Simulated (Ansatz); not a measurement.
Starting cell, GaAs (zinc blende):

```xyz
4
Lattice="0.0000 5.7456 5.7456 2.8728 0.0000 2.8728 2.8728 2.8728 0.0000" Properties=species:S:1:pos:R:3 pbc="T T T"
As     4.3092     4.3092     4.3092
As     4.3092     7.1820     7.1820
Ga     0.0000     0.0000     0.0000
Ga     2.8728     5.7456     2.8728
```

The atoms are displaced by Q × the pattern below (from a DFPT mode at L = (0.5, 0.0, 0.0), largest move 1; Q in Å), at fixed cell. It is one choice among 2 degenerate patterns. (q is in reciprocal vectors of the primitive cell; the cell shown is doubled to hold the pattern.)

| atom | x | y | z |
|---|---|---|---|
| As1 | -0.267 | 0.486 | -0.753 |
| As2 | 0.267 | -0.486 | 0.753 |
| Ga3 | 0.285 | -0.520 | 0.805 |
| Ga4 | -0.285 | 0.520 | -0.805 |

Level of theory: PBE (plane waves to 420 eV, PAW, scalar-relativistic; Ansatz, a quantum-chemistry and plane-wave program). k mesh 5×10×10 (Γ-centred), Fermi-Dirac smearing 0.05 eV. The energy includes the smearing's −TS. GaAs was relaxed with its symmetry unable to fall. The zero of ΔE is the undisplaced structure.

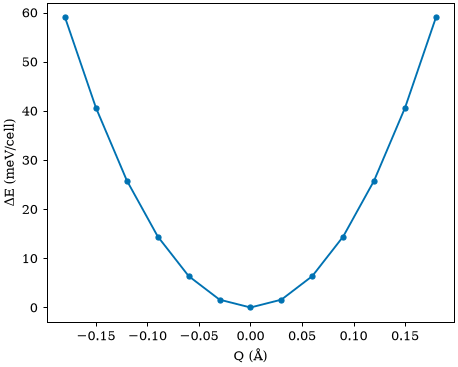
Figure. ΔE (meV/cell) against Q (Å); computed points joined by lines.

Q: What is the energy change at Q = 0.180 Å?

A: About 59 meV/cell.

Q: What harmonic wavenumber does the curvature at Q = 0 give?

A: About 60 cm⁻¹.

(For displaced atoms, the force is minus the slope of the energy, and its curvature is a force constant, which sets phonon frequencies.)
